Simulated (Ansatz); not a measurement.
Input

```
crystal:
  periodic: [false, false, false]
  atoms:
    - {symbol: C, position_ang: [-1.500875, -0.210303, 0.038923]}
    - {symbol: Ge, position_ang: [0.309231, 0.220411, -0.428361]}
    - {symbol: N, position_ang: [1.588742, -0.379278, 0.694451]}
    - {symbol: F, position_ang: [0.734917, -0.429639, -1.970747]}
    - {symbol: F, position_ang: [0.413500, 1.935144, -0.689717]}
    - {symbol: H, position_ang: [-1.748983, 0.222297, 1.008579]}
    - {symbol: H, position_ang: [-1.620080, -1.292314, 0.085632]}
    - {symbol: H, position_ang: [-2.171976, 0.200071, -0.714982]}
    - {symbol: H, position_ang: [2.531126, -0.293244, 0.340132]}
    - {symbol: H, position_ang: [1.547597, -0.024345, 1.638991]}
basis:
  gaussian: {orbitals: def2-TZVPP}
hamiltonian: {xc: pbe0, dispersion: d4}
output: {orbitals: {seedname: orbitals}}
```

Run with:

```sh
ansatz run in.yaml --threads 4 --pin off --events-out ev --progress --plain --max-ram 10444MiB
```

Geometry: PBE0-D4/def2-TZVP.

Level of theory: RKS PBE0-D4/def2-TZVPP in Ansatz.

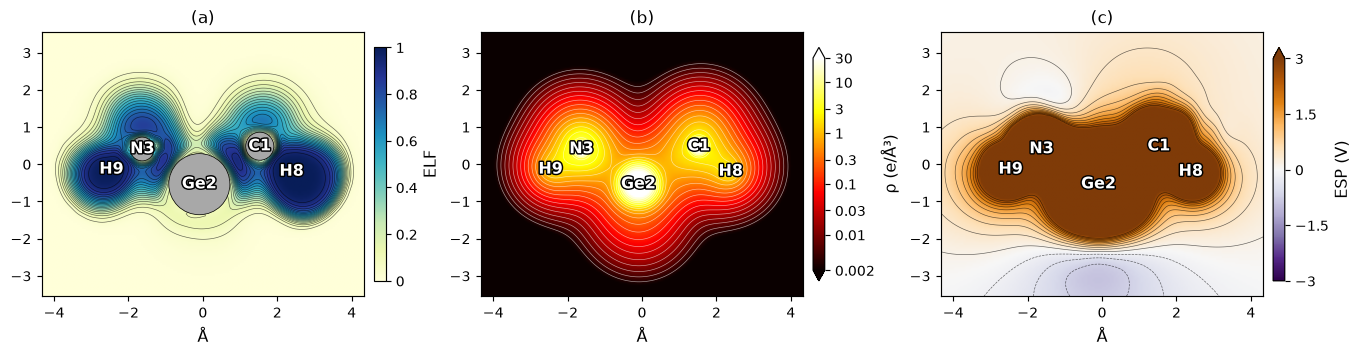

CH5F2GeN (SMILES [CH3][Ge]([NH2])([F])[F]). (a) electron localisation function; (b) total electron density; (c) electrostatic potential on the plane of atoms C1, Ge2 and N3. Grey discs cover the atomic cores in the ELF map.

**What do the fields say about this system?**

Atoms in the plane: C, Ge, N and H. Ge–N (1.80 Å): ρ at the midpoint is about 1 e/Å³; the ELF peaks at about 0.90 in the valence shell of N, 0.6 Å from its nucleus, and is about 0.50 at the midpoint. C–Ge (1.92 Å): ρ is about 0.94 e/Å³ halfway; the ELF peaks at about 0.90 in the valence shell of C, 0.7 Å from its nucleus, and is about 0.70 at the midpoint. N–H (1.01 Å): the density is about 2.9 e/Å³ at the midpoint; the ELF climbs to about 1 towards the hydrogen, as it does in any bond to H; a covalent bond by its length. C–H (1.09 Å): the density is about 2 e/Å³ at the midpoint; the ELF climbs to about 1 towards the hydrogen (a covalent bond by its length). Outside the dense part of the molecule the potential is most negative (−0.9 V) near F5, which lies off the plane.
